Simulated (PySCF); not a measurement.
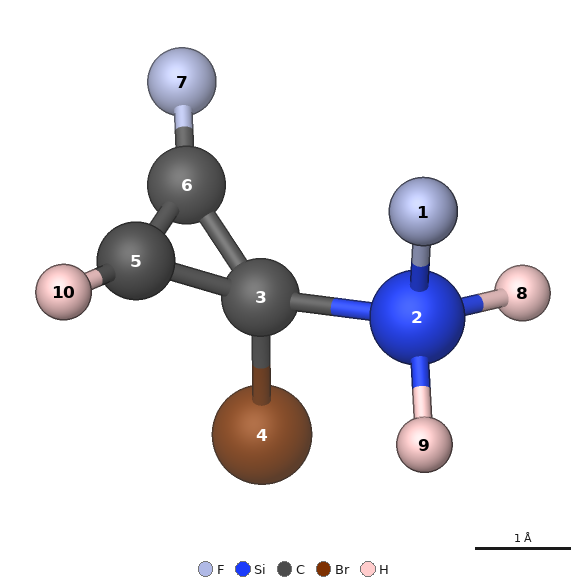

The atoms are numbered. The computed structure is the end point of a PBE0-D3(BJ)/def2-SVP optimisation. No frequency run is at hand to confirm it as a minimum.

Give the bond lengths.

```
  bond  length (Å)   order
F1–Si2       1.630  single
Si2–C3       1.876  single
Si2–H8       1.484  single
Si2–H9       1.485  single
C3–Br4       2.024  single
 C3–C5       1.506  single
 C3–C6       1.444  single
 C5–C6       1.297  double
C5–H10       1.085  single
 C6–F7       1.292  single
```
